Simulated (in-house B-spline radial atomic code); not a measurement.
# La²⁺: density, ELF and screening along the radius

How do the shells of La²⁺ show in real space, and how much do the settings move them?

Program: in-house B-spline radial atomic code version 1. Level of theory: several methods, spin-polarised, as named in each step; spherical all-electron atom at the radial basis limit. These are calculated values, not measurements, unless marked.

### Step 1. The atom as given

- element: lanthanum (Z = 57)
- charge: +2
- electrons: 55
- configuration: [Xe] 5d1
- nucleus: point (non-relativistic runs) or finite (X2C runs)

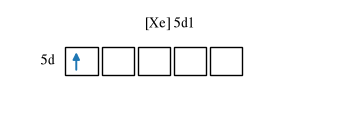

Occupation of the outer shells (arrows by Hund's rule).

Where spins are not typed, each open shell is filled with up spins first.

### Step 2. LDA (VWN5), non-rel.

The run's settings:

```ini
Z = 57
electrons = 55.0
configuration = [Xe] 5d1
hamiltonian = nr
method = lda,vwn
spin_polarised = True
```

Started as:

```bash
$ python run_scf.py task.json out
```

One command runs all members of the session, one after another, from task.json.

### Step 3. PBE, non-rel.

The run's settings:

```ini
Z = 57
electrons = 55.0
configuration = [Xe] 5d1
hamiltonian = nr
method = pbe,pbe
spin_polarised = True
```

### Step 4. Hartree-Fock, non-rel.

The run's settings:

```ini
Z = 57
electrons = 55.0
configuration = [Xe] 5d1
hamiltonian = nr
method = hf
spin_polarised = True
```

### Step 5. SCAN, non-rel.

The run's settings:

```ini
Z = 57
electrons = 55.0
configuration = [Xe] 5d1
hamiltonian = nr
method = scan,scan
spin_polarised = True
```

**Question.** How large is the system in each run, where do the shell borders lie, and what is the highest level?

The runs gave:

| run | total energy (hartree) | highest level (eV) | radius holding 50 / 90 / 99 % (bohr) | radius at n = 0.001 (bohr) | ELF minima on the full grid (bohr) |
| --- | --- | --- | --- | --- | --- |
| LDA (VWN5), non-rel. | -8216.9740 | -15.595 | 0.405 / 1.62 / 3.01 | 3.92 | 0.040, 0.15, 0.43, 1.3 |
| PBE, non-rel. | -8222.7303 | -15.492 | 0.405 / 1.62 / 3.01 | 3.92 | 0.040, 0.15, 0.43, 1.3 |
| Hartree-Fock, non-rel. | -8220.5489 | -18.944 | 0.405 / 1.63 / 3.03 | 3.94 | 0.041, 0.15, 0.44, 1.3 |
| SCAN, non-rel. | -8223.7953 | -15.213 | 0.405 / 1.63 / 3.00 | 3.90 | 0.040, 0.15, 0.43, 1.3 |

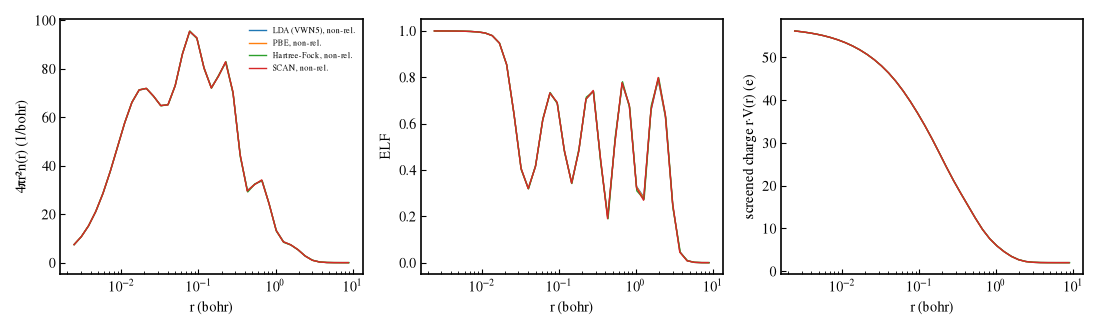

Radial density, ELF and screened nuclear charge of all runs.

In the first run ELF has 4 minima on the grid, which mark the borders between shells. On the record's full grid the screened charge (r times the electrostatic potential) falls from 56.9 near the nucleus to 2.00 at 8.8 bohr; far out it tends to the net charge, 2. The grid is coarse (about 24 % a step), so the places of minima are rough.

Members of this set that are not shown: 1 used exact exchange with fractional occupations of an open shell, which is unsound here.
